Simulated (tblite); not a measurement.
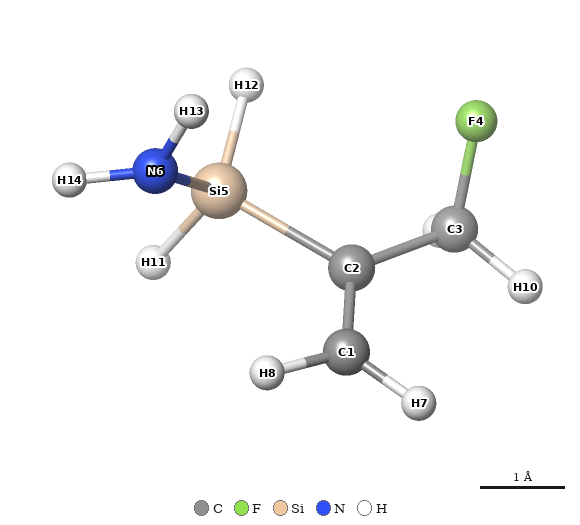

C$_{3}$H$_{8}$FNSi, before the relaxation. A ball-and-stick model, seen from a free direction.

Theory: GFN2-xTB geometry optimisation, gas phase (tblite).

```xyz
14

C    -0.6266    1.4590   -0.4733
C    -0.6138    0.1594   -0.2434
C    -1.8105   -0.6685    0.0209
F    -1.7144   -1.2287    1.2614
Si    1.0542   -0.6662   -0.2127
N     2.1120    0.3883    0.7173
H    -1.5436    2.0538   -0.5096
H     0.3079    1.9734   -0.6390
H    -1.8420   -1.5122   -0.7291
H    -2.7286   -0.0429   -0.0917
H     1.4624   -0.8034   -1.6234
H     0.9000   -2.0059    0.3825
H     1.9624    0.3967    1.7424
H     3.0799    0.4966    0.3755
```

> What does the optimiser find from here?

Over 135 geometry steps the energy falls by 0.294 eV. The largest move after the best rigid fit is that of H13, 1.21 Å. By element the largest moves are H 1.21 Å, F 1.06 Å, N 0.56 Å, C 0.40 Å, Si 0.38 Å. Near-neighbour distances that change, for instance: Si5–N6 1.759 → 1.724 Å, C2–Si5 1.861 → 1.893 Å, C3–H9 1.129 → 1.098 Å, N6–H13 1.036 → 1.007 Å. Among the angles between lasting bonds that change: C1–C2–Si5 116.6° → 125.0°, N6–Si5–H11 113.3° → 105.0°, H13–N6–H14 117.5° → 109.4°. Groups turn about C2–Si5 by about 50°, C2–C3 by about 30°, Si5–N6 by about 25°. Cost: 0.71 s on 1 thread of Arm Neoverse V1 (shared host).

History of the run:

```json
{"step": "0", "E − E(0), eV": "0.0000"}
{"step": "1", "E − E(0), eV": "-0.1001"}
{"step": "2", "E − E(0), eV": "-0.1520"}
{"step": "3", "E − E(0), eV": "-0.1696"}
{"step": "4", "E − E(0), eV": "-0.1870"}
{"step": "5", "E − E(0), eV": "-0.1937"}
{"step": "6", "E − E(0), eV": "-0.2022"}
{"step": "7", "E − E(0), eV": "-0.2109"}
{"step": "8", "E − E(0), eV": "-0.2153"}
{"step": "9", "E − E(0), eV": "-0.2204"}
{"step": "10", "E − E(0), eV": "-0.2255"}
{"step": "17", "E − E(0), eV": "-0.2483"}
{"step": "23", "E − E(0), eV": "-0.2579"}
{"step": "30", "E − E(0), eV": "-0.2674"}
{"step": "36", "E − E(0), eV": "-0.2739"}
{"step": "43", "E − E(0), eV": "-0.2758"}
{"step": "49", "E − E(0), eV": "-0.2774"}
{"step": "56", "E − E(0), eV": "-0.2787"}
{"step": "63", "E − E(0), eV": "-0.2794"}
{"step": "69", "E − E(0), eV": "-0.2797"}
{"step": "76", "E − E(0), eV": "-0.2800"}
{"step": "82", "E − E(0), eV": "-0.2804"}
{"step": "89", "E − E(0), eV": "-0.2811"}
{"step": "96", "E − E(0), eV": "-0.2823"}
{"step": "102", "E − E(0), eV": "-0.2826"}
{"step": "109", "E − E(0), eV": "-0.2837"}
{"step": "115", "E − E(0), eV": "-0.2858"}
{"step": "122", "E − E(0), eV": "-0.2923"}
{"step": "128", "E − E(0), eV": "-0.2934"}
{"step": "135", "E − E(0), eV": "-0.2939"}
```

The structure at the end:

```xyz
14

C    -0.7038    1.5103   -0.0893
C    -0.5949    0.1905   -0.0799
C    -1.8059   -0.6575   -0.3149
F    -1.7418   -1.8392    0.3900
Si    1.0228   -0.7645    0.1576
N     2.2762    0.4193    0.1856
H    -1.6494    2.0139   -0.2345
H     0.1570    2.1448    0.0285
H    -1.8693   -0.9415   -1.3734
H    -2.7353   -0.1616   -0.0131
H     1.3005   -1.5819   -1.0252
H     0.9010   -1.6009    1.3590
H     2.2153    1.1750    0.8489
H     3.2269    0.0926    0.1385
```

The end point in the same view:

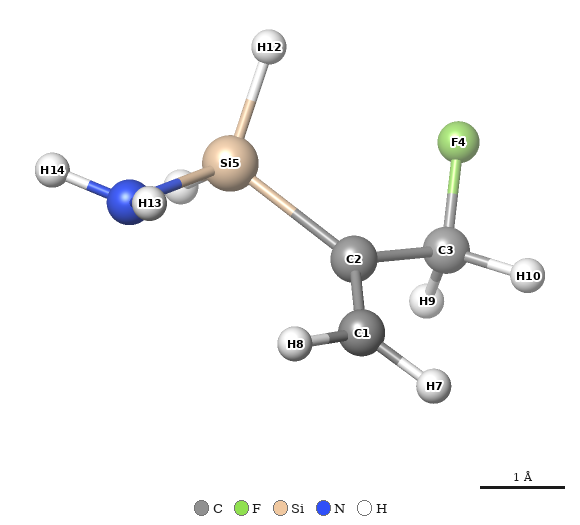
